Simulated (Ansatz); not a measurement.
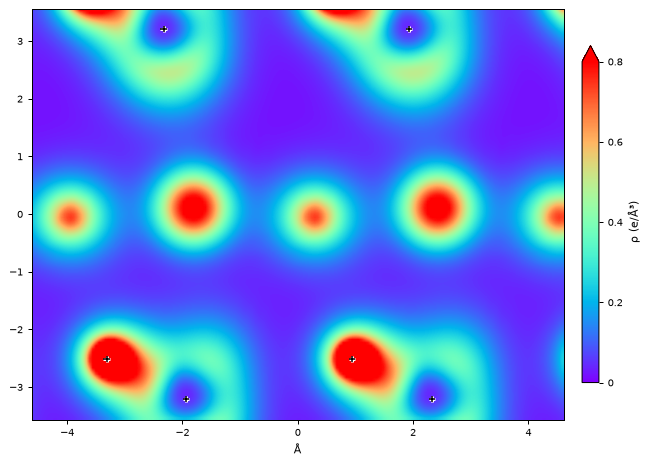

The valence charge density (pseudo) on a plane through atoms (crosses mark nuclei in the plane).

The calculation used DFT, PBEsol, plane waves, PAW in Ansatz 0.2.0.

Candidates:
A. SrSiH6, a = 4.09 Å, b = 4.26 Å, c = 6.17 Å, α = 71.18°, β = 88.27°, γ = 62.63°. Space group P1; a structure from a database of computed crystals, not necessarily the ambient phase; started from the AlSiNi6-123 prototype, which need not be the ambient phase; changed on purpose from its base cell (shaken).
B. Ge2P4Pb, a = 3.62 Å, b = 3.79 Å, c = 10.11 Å, α = 80.62°, β = 85.48°, γ = 89.33°. Space group P1; a structure from a database of computed crystals, not necessarily the ambient phase; started from the Mn2B4Mo-71 prototype, which need not be the ambient phase; changed on purpose from its base cell (shaken).

> Which system is this?

Candidate A: SrSiH6 on the (101̄) plane of the conventional cell, which holds Si and H. Si–H (1.55 Å): ρ at the midpoint is about 0.65 e/Å³.
